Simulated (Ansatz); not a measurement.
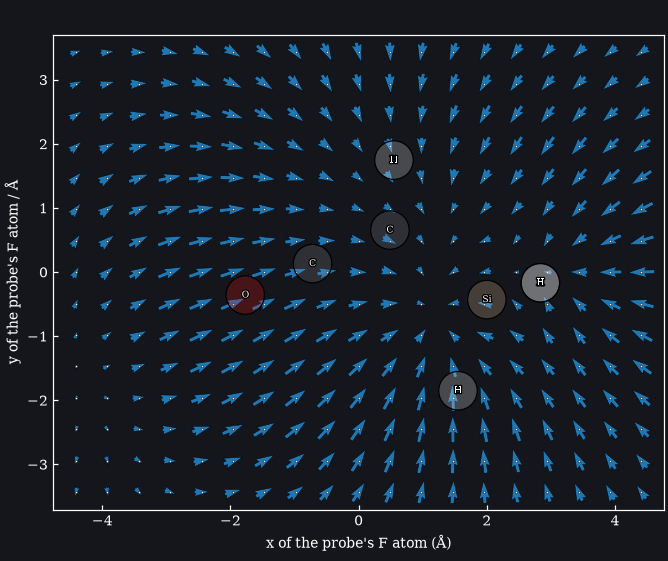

C₂H₄OSi (SMILES O=C=C[SiH3]) with the probe HF. The probe is moved over a plane parallel to the molecule's main plane, 3.91 Å above it. First axis: x of the probe's F atom. Second axis: y of the probe's F atom. Nothing is relaxed (molecule and probe rigid, the probe upright with F nearest the plane). The scan uses a 19 × 15 grid. Points are written as (first, second). Theory: RKS PBE0-D4/def2-SVPD (Ansatz 0.2.0).

Drawn: dots at the grid points, arrows along the force (downhill), their lengths compressed, labelled circles for the molecule's atoms, projected on the plane.

> The arrows alone are given. Where is the energy lowest?

The arrows converge at about (1.16 Å, −0.59 Å) (read from the interpolated surface).

The energy map of the same scan:

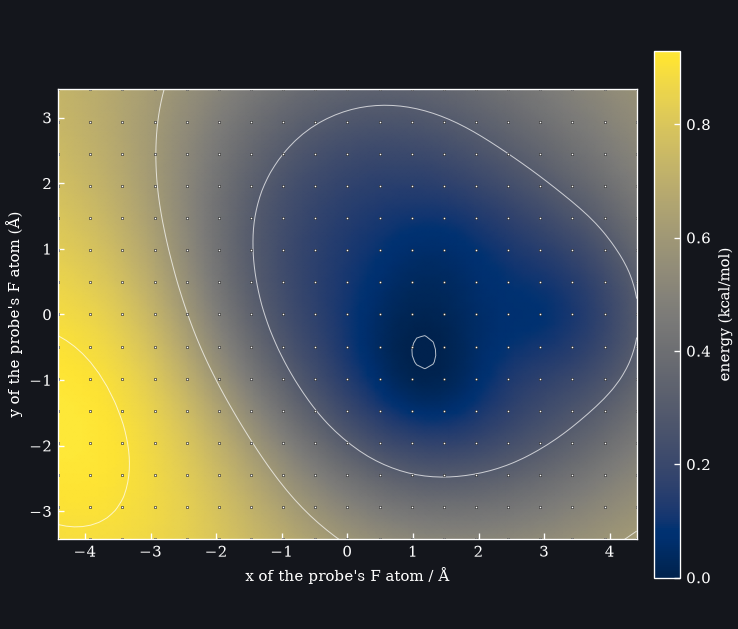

Energies are in kcal/mol, from the lowest grid point; between grid points the surface is interpolated.
